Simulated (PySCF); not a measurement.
# PPd (quartet): what the fields show

```xyz
2

P     0.0000    0.0000   -1.6588
Pd    0.0000    0.0000    0.4852
```

Computed with PySCF 2.14.0, PBE0/x2c-TZVPPall, spin-free X2C-1e, Gaussian nucleus, at a bond length of 2.144 Å.

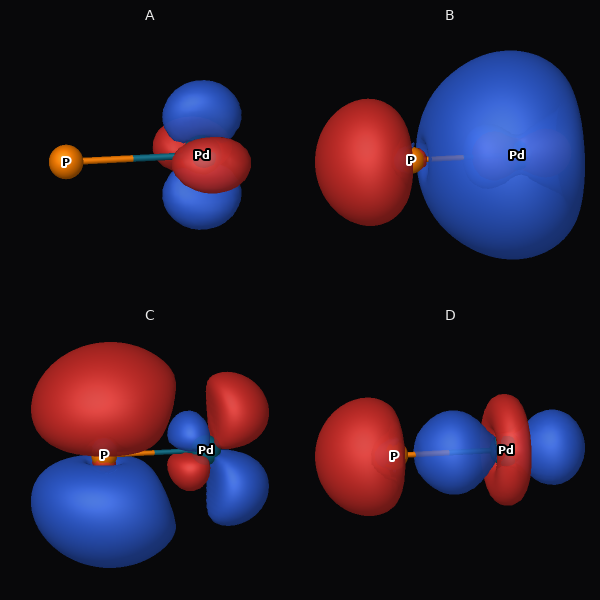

Figure 1. Four frontier β-spin orbitals, each drawn at the value that holds 80 % of its norm (blue and red are the two phases), in no order; of a degenerate pair one member is drawn.

> Label each orbital by symmetry, say whether it is occupied, and order them by energy.

Orbital D: σ, occupied in this spin, −8.05 eV; shared between the atoms (P 40 %, Pd 60 %).
Orbital A: δ, occupied in this spin, −7.35 eV; almost wholly on Pd.
Orbital B: σ, empty in this spin, −3.45 eV; shared between the atoms (P 30 %, Pd 70 %).
Orbital C: π, empty in this spin, −2.34 eV; mainly on P (75 %).

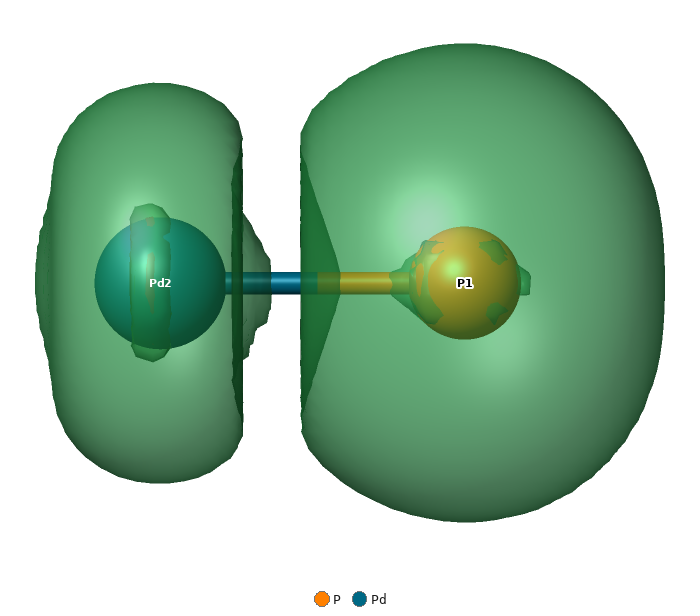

Figure 2. Isosurfaces of the spin density at +0.03 (green) and −0.03 e/Å³ (red), seen from one side.

> Which atoms carry the spin?

The unpaired spin (3 electrons) lies mostly on P1 (about 2.1) and Pd2 (about 0.9), in electrons by Hirshfeld's partition.

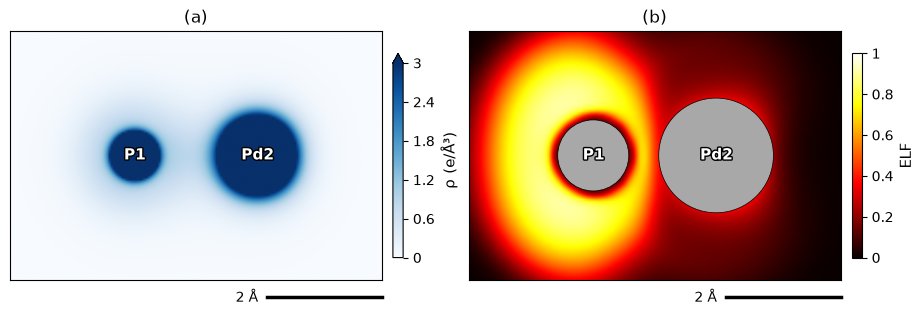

Figure 3. (a) electron density; (b) electron localisation function on a plane that holds the molecular axis. Grey discs cover the atomic cores in the ELF map.

> Describe what can be read from this map.

Atoms in the plane: P and Pd.
P–Pd (2.14 Å): ρ is about 0.9 e/Å³ halfway; the ELF peaks at about 0.70 in the valence shell of P, 0.9 Å from its nucleus, and is about 0.45 at the midpoint.

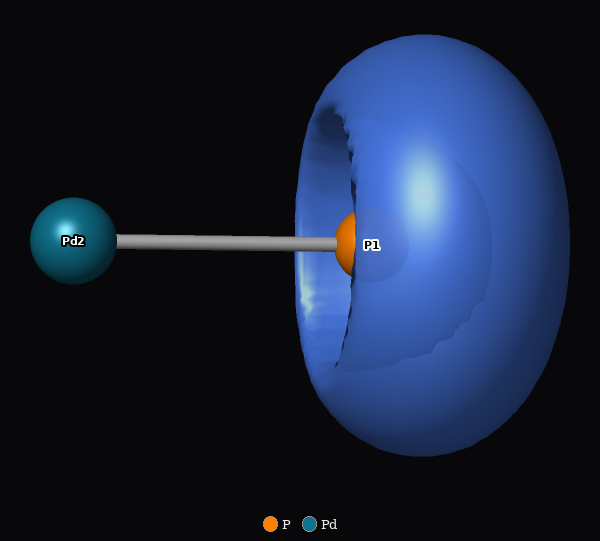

Figure 4. Isosurface of the electron localisation function at 0.8 (blue), seen from one side. Only the valence region is drawn (cores and ρ < 0.01 e/Å³ removed).

> Where are the electrons localised?

The surface consists of one ring or bowl of non-bonding electrons around P.
